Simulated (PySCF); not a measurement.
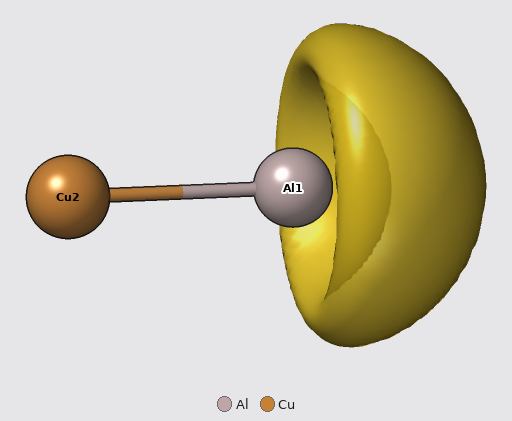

The picture shows: AlCu (charge +1, doublet). Isosurface of the electron localisation function at 0.85 (yellow), seen from one side. Core shells and regions of very low density are left out.

Level of theory: PBE0/def2-TZVPPD, non-relativistic Hamiltonian with scalar-relativistic core potentials where named, at a bond length of 2.458 Å (PySCF).

Q: Where are the electrons localised?

A: At this value the surface marks out one lobe on Al, pointing away from the bonds (non-bonding electrons).

Values along the shortest contacts:
Al–Cu (2.46 Å): the ELF peaks at about 0.75 between the atoms.
